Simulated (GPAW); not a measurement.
# Property calculation, with input and output: SnNH3S

The run: property calculation of SnNH3S, SMILES [NH2][Sn][SH]. Method and program: PBE/real-space grid, scalar-relativistic datasets (GPAW 26.7.0).

The geometry comes from this level: PBE0-D4/def2-TZVP.

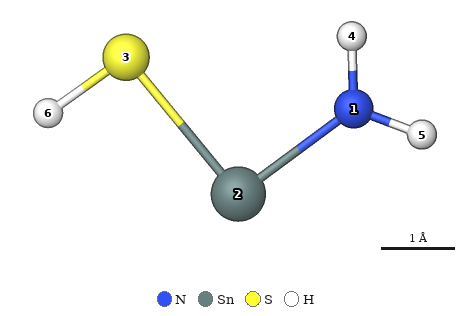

Figure 1. The structure as given in the input (ball-and-stick view, seen on its broad side; atoms are numbered from 1 in the order of the input). Sticks mark near contacts.

The input (sp.py)
```python
import numpy as np
from ase.io import read
from ase.units import Debye
from gpaw import GPAW

system = read('mol.xyz')
system.center(vacuum=4.5)

gpaw_calc = GPAW(mode='fd', maxiter=150, xc='PBE', h=0.18, txt='-')
system.calc = gpaw_calc

energy = system.get_potential_energy()
print(f'Energy: {energy:.5f} eV')
forces = system.get_forces()
print('Forces (eV/Ang)')
for symbol, f in zip(system.symbols, forces):
    print(f'{symbol:2} {f[0]:9.4f} {f[1]:9.4f} {f[2]:9.4f}')
dipole = system.get_dipole_moment() / Debye
print(f'Dipole                  {np.linalg.norm(dipole):.3f} D')
homo, lumo = gpaw_calc.get_homo_lumo()
print(f'HOMO                    {homo:.3f} eV')
print(f'LUMO: {lumo:.3f} eV')
print(f'Gap: {lumo - homo:.3f} eV')
```

File mol.xyz
```
6

N     -0.904800     0.210400    -0.976700
Sn     0.273800    -1.207500    -0.176300
S      1.180300     0.331600     1.490700
H     -0.964800     1.167500    -0.664900
H     -1.517000     0.035700    -1.757600
H      1.974500    -0.601600     2.038700
```

Run on 1 thread of Intel Xeon (Granite Rapids), 12 GiB of memory available, shared host.

Launch command:
```bash
OMP_NUM_THREADS=1 python sp.py
```

The program's output
```
__  _  _
 | _ |_)|_||  |
 |__||  | ||/\| - 26.7.0

units:  Angstrom and eV
cores:  1
OpenMP: False

Versions:
  Python: 3.12.14
  ASE:    3.29.0
  Numpy:  2.5.5
  Scipy:  1.18.1
  Libxc:  7.0.0

        _gpaw.cpython-312-x86_64-linux-gnu.so

Input parameters:
  mode=FD(),
  h=0.18,
  maxiter=150,
  xc=XC(name='PBE')

Diagonalizing LCAO Hamiltonian
Converting LCAO to fd mode
        .------------------------------.
       /|                              |
      / |                              |
     /  |                              |
    /   |                              |
   /    |                              |
  /     |                              |
 *      |                              |
 |      |                              |
 |      |               H              |
 |      |              S               |
 |      |                              |
 |      |         H                    |
 |      |        N Sn                  |
 |      |       H                      |
 |      |                              |
 |      .------------------------------.
 |     /                              /
 |    /                              /
 |   /                              /
 |  /                              /
 | /                              /
 |/                              /
 *------------------------------*

Atoms  # Å, Bohr magnetons
|   | symbol |        x |        y |        z |    initial magnetic moments |
|---|--------|----------|----------|----------|-----------------------------|
| 0 |      N | 5.112200 | 5.917900 | 5.280900 | ( 0.0000,  0.0000,  0.0000) |
| 1 |     Sn | 6.290800 | 4.500000 | 6.081300 | ( 0.0000,  0.0000,  0.0000) |
| 2 |      S | 7.197300 | 6.039100 | 7.748300 | ( 0.0000,  0.0000,  0.0000) |
| 3 |      H | 5.052200 | 6.875000 | 5.592700 | ( 0.0000,  0.0000,  0.0000) |
| 4 |      H | 4.500000 | 5.743200 | 4.500000 | ( 0.0000,  0.0000,  0.0000) |
| 5 |      H | 7.991500 | 5.105900 | 8.296300 | ( 0.0000,  0.0000,  0.0000) |

Unit cell  # Å
| periodic |         x |         y |         z |   lengths |    angles |
|----------|-----------|-----------|-----------|-----------|-----------|
|       no | 12.491500 |  0.000000 |  0.000000 | 12.491500 | 90.000000 |
|       no |  0.000000 | 11.375000 |  0.000000 | 11.375000 | 90.000000 |
|       no |  0.000000 |  0.000000 | 12.796300 | 12.796300 | 90.000000 |

Number of symmetries: 1
Symmetry operations  # r_c * U_cc + t_c -> r_c
|   | kind |            matrix            |
|---|------|------------------------------|
| 0 |  E   |  1, 0, 0,  0, 1, 0,  0, 0, 1 |

BZ-sampling:
  Number of BZ points: 1
  Number of IBZ points: 1

  Monkhorst-Pack size: [1, 1, 1]
  Monkhorst-Pack shift: [0, 0, 0]

K-points  # in reciprocal-cell coordinates
|   |                                coordinates |     weight |
|---|--------------------------------------------|------------|
| 0 | (  0.00000000,   0.00000000,   0.00000000) | 1.00000000 |

Uniform wave function grid shape: (np.int64(67), np.int64(63), np.int64(71))
Spin-components: 1 (collinear spins)
Bands:           20
Projectors:      25
Spin-degeneracy: 2
Datatype:        float64

  Storage: CPU
  Wave functions: 47_950_560 bytes (47_950_560 per core)

Parallelization:
  kpt:    1
  domain: 1
  band:   1

Density:
  Valence electrons: 28.0
  Components: 1
  Grid points: [68 64 72]
  Charge: 0.0  # |e|

Potential:
  Grid points: [68 64 72]

species:
  N:
    name:    Nitrogen
    Z:       7.0
    valence: 5
    core:    2
    charge:  0.0  # [|e|]
    file:    N.PBE.gz
    compensation charges:
      type: gauss
      rc: 0.18  # [Å]
      lmax: 2
    cutoffs:
      filter: 1.11  # [Å]
      core: 0.96  # [Å]
    projectors
    | kind |    occ | energy [eV] | rcut [Å] |
    |------|--------|-------------|----------|
    |   2s |  2.000 |     -18.583 |    0.603 |
    |   2p |  3.000 |      -7.089 |    0.529 |
    |    s |        |       8.629 |    0.603 |
    |    p |        |      20.123 |    0.529 |
    |    d |        |       0.000 |    0.577 |

    Using partial waves for N as LCAO basis

  Sn:
    name:    Tin
    Z:       50.0
    valence: 14
    core:    36
    charge:  0.0  # [|e|]
    file:    Sn.PBE.gz
    compensation charges:
      type: gauss
      rc: 0.38  # [Å]
      lmax: 2
    cutoffs:
      filter: 2.23  # [Å]
      core: 2.35  # [Å]
    projectors
    | kind |    occ | energy [eV] | rcut [Å] |
    |------|--------|-------------|----------|
    |   5s |  2.000 |     -10.538 |    1.201 |
    |   5p |  2.000 |      -3.696 |    1.270 |
    |   4d | 10.000 |     -25.845 |    1.185 |
    |    s |        |      16.674 |    1.201 |
    |    p |        |      23.515 |    1.270 |
    |    d |        |       1.367 |    1.185 |

    Using partial waves for Sn as LCAO basis

  S:
    name:    Sulfur
    Z:       16.0
    valence: 6
    core:    10
    charge:  0.0  # [|e|]
    file:    S.PBE.gz
    compensation charges:
      type: gauss
      rc: 0.24  # [Å]
      lmax: 2
    cutoffs:
      filter: 1.77  # [Å]
      core: 1.66  # [Å]
    projectors
    | kind |    occ | energy [eV] | rcut [Å] |
    |------|--------|-------------|----------|
    |   3s |  2.000 |     -17.254 |    0.974 |
    |   3p |  4.000 |      -7.008 |    0.979 |
    |    s |        |       9.957 |    0.974 |
    |    p |        |      20.203 |    0.979 |
    |    d |        |       0.000 |    0.900 |

    Using partial waves for S as LCAO basis

  H:
    name:    Hydrogen
    Z:       1.0
    valence: 1
    core:    0
    charge:  0.0  # [|e|]
    file:    H.PBE.gz
    compensation charges:
      type: gauss
      rc: 0.15  # [Å]
      lmax: 2
    cutoffs:
      filter: 0.85  # [Å]
      core: 0.53  # [Å]
    projectors
    | kind |    occ | energy [eV] | rcut [Å] |
    |------|--------|-------------|----------|
    |   1s |  1.000 |      -6.494 |    0.476 |
    |    s |        |      20.717 |    0.476 |
    |    p |        |       0.000 |    0.476 |

    Using partial waves for H as LCAO basis

Reference energy: -180387.505196  # eV

eigensolver:
  PPCG
  Converge bands: occupied
  niter=2

density mixing:
  MSR1-Mixer
  Pratt-step length: 0.05
  Maximum mixing coefficient: 0.75
  Old densities: 10
  SVD Regularization: 0.005
  Good broyden scale: 1.0
  Trust region scale: 1.0
  Backstep threshold: 4.0
  History deletion threshold: 6.0
  Fourier metric: weight=20.0, sigma=0.015

occupation numbers:
  # Zero width

FastPoissonSolver using
    Stencil: 6*3+1=19 point O(h^6) finite-difference Laplacian
    FFT axes: []
    FST axes: [np.int64(1), np.int64(0), np.int64(2)]

xc functional:
  name: PBE with 2 nearest neighbor stencil
interpolation: tri-quintic # 5. degree polynomial

Initialization done in: 2.411 s

convergence criteria:
- Maximum [total energy] change in last 3 cyles: 0.0005 eV / valence electron
- Maximum integral of absolute [dens]ity change: 0.0001 electrons / valence electron
- Maximum integral of absolute [eigenst]ate change: 4e-08 eV^2 / valence electron
maximum number of iterations: 150

SCF iterations
|iter     |     time |      energy | eigst |  dens |
|---------|----------|-------------|-------|-------|
|iter:   1| 00:00:03 |  -30.840979 | +0.89 |       |
|iter:   2| 00:00:05 |  -29.974297 | -0.26 | -0.83 |
|iter:   3| 00:00:07 |  -27.358581 | +0.18 | -0.88 |
|iter:   4| 00:00:08 |  -27.260826 | -0.09 | -1.37 |
|iter:   5| 00:00:10 |  -27.226454 | -1.12 | -1.63 |
|iter:   6| 00:00:12 |  -27.222631 | -1.87 | -2.11 |
|iter:   7| 00:00:13 |  -27.222436c| -2.88 | -2.73 |
|iter:   8| 00:00:15 |  -27.222492c| -3.60 | -3.02 |
|iter:   9| 00:00:17 |  -27.222495c| -4.36 | -3.55 |
|iter:  10| 00:00:18 |  -27.222497c| -4.94 | -4.17c|
|iter:  11| 00:00:20 |  -27.222497c| -5.50 | -4.66c|
|iter:  12| 00:00:22 |  -27.222498c| -5.96 | -5.05c|
|iter:  13| 00:00:23 |  -27.222498c| -6.40 | -5.50c|
|iter:  14| 00:00:25 |  -27.222498c| -6.81 | -5.65c|
|iter:  15| 00:00:27 |  -27.222498c| -7.27 | -6.03c|
|iter:  16| 00:00:28 |  -27.222498c| -7.54c| -6.28c|

Converged in 16 steps
SCF loop duration: 25.497 s (1.594 s/step)
Energy contributions relative to reference atoms: (reference = -180387.505196)

Energy contributions:
  Kinetic:          33.505652
  Coulomb:         -36.692524
  Zero:              0.510108
  External:          0.000000
  Xc:              -24.545733
  Entropy:           0.000000
  Spinorbit:         0.000000
  ----------------------------
  Free energy:     -27.222498
  Extrapolated:    -27.222498

dipole moment: (-0.161431, -0.222345, -0.275089)  # |e|*Ang

Fermi level: -4.211
Eigenvalues  # (at kpt = [0.000, 0.000, 0.000])
| band index |      eig [eV] | occ [0-2] |
|------------|---------------|-----------|
|          0 |       -25.637 |     2.000 |
|        ... |               |           |
|          6 |       -17.543 |     2.000 |
|          7 |       -11.921 |     2.000 |
|          8 |       -11.808 |     2.000 |
|          9 |        -9.420 |     2.000 |
|         10 |        -8.049 |     2.000 |
|         11 |        -6.642 |     2.000 |
|         12 |        -5.975 |     2.000 |
|         13 |        -5.872 |     2.000 |
|         14 |        -2.551 |     0.000 |
|         15 |        -1.192 |     0.000 |
|         16 |        -0.702 |     0.000 |
|         17 |        -0.301 |     0.000 |
|         18 |         0.649 |     0.000 |
|         19 |         0.782 |     0.000 |

Gap: 3.322 eV
Transition (v -> c):
  (s=0, k=0, n=13, [0.00, 0.00, 0.00]) -> (s=0, k=0, n=14, [0.00, 0.00, 0.00])
No difference between direct/indirect transitions
vacuum-level: 0.000  # V
Energy: -27.22250 eV

Forces  # eV/Ang
|        x |        y |        z |
|----------|----------|----------|
|  0.06204 | -0.02303 |  0.05790 |  # N    0
|  0.15103 | -0.52975 | -0.02676 |  # Sn   1
| -0.02035 |  0.41113 |  0.13558 |  # S    2
| -0.04559 |  0.36708 |  0.09479 |  # H    3
| -0.22877 | -0.05582 | -0.29159 |  # H    4
|  0.15358 | -0.19785 |  0.09993 |  # H    5

Force computation time: 0.086  # s
Forces (eV/Ang)
N     0.0620   -0.0230    0.0579
Sn    0.1510   -0.5298   -0.0268
S    -0.0204    0.4111    0.1356
H    -0.0456    0.3671    0.0948
H    -0.2288   -0.0558   -0.2916
H     0.1536   -0.1979    0.0999
Dipole                  1.868 D
HOMO                    -5.872 eV
LUMO: -2.551 eV
Gap: 3.322 eV
```

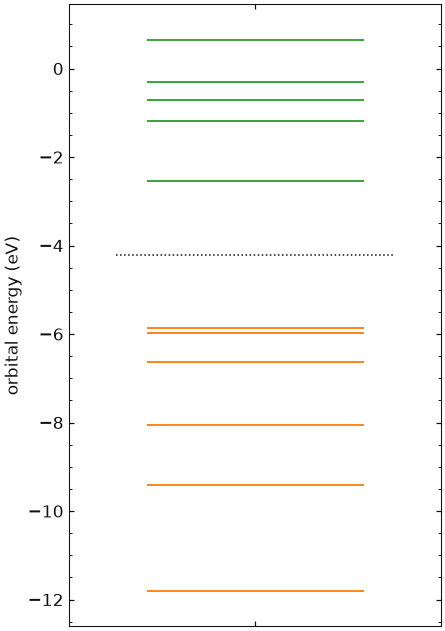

Figure 2. Orbital energies near the frontier; the dotted line parts filled from empty levels, and levels within 0.02 eV of each other stand side by side. Highest filled −5.87 eV, lowest empty −2.55 eV, 3.32 eV apart.

Results in brief

- outcome: converged
- energy relative to the program's reference atoms: −27.2225 eV
- largest force: 0.552 eV/Å
- HOMO: −5.87 eV
- LUMO: −2.55 eV
- dipole moment: 1.87 D
- wall time: 28 s
- peak memory: 0.92 GiB
